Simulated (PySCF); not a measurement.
Al(Br)(Et)(Vi), C₄H₈AlBr, SMILES [CH2]([Al]([CH]=C)[Br])C, PBE0/def2-SVP optimised geometry. Atoms within 1.6 Å of the plane z = 0.8 Å (x, y, z in Å): Al1 (-0.76, 0.81, 0.00), Br2 (-1.76, 2.85, 0.00), C3 (1.20, 0.81, 0.00), C4 (1.95, -0.53, -0.01), H5 (1.50, 1.41, 0.88), H8 (1.71, -1.14, 0.87), H9 (3.04, -0.39, -0.02), C10 (-1.95, -0.72, 0.00), C11 (-1.52, -2.00, 0.01), H12 (-3.04, -0.58, -0.01), H13 (-2.20, -2.85, 0.01), H14 (-0.45, -2.25, 0.02).

Calculation: PySCF with PBE0/def2-TZVP.

Map of the LUMO amplitude (bohr^(-3/2)) on the plane z = 0.8 Å; orbital energy -1.45 eV, overall sign arbitrary:

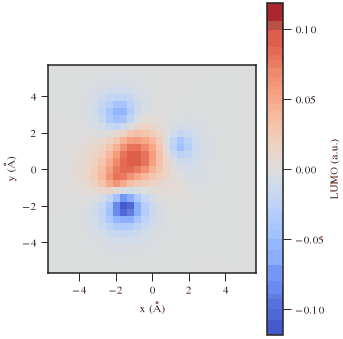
Figure: LUMO amplitude (bohr^(-3/2)) on the plane z = 0.8 Å.
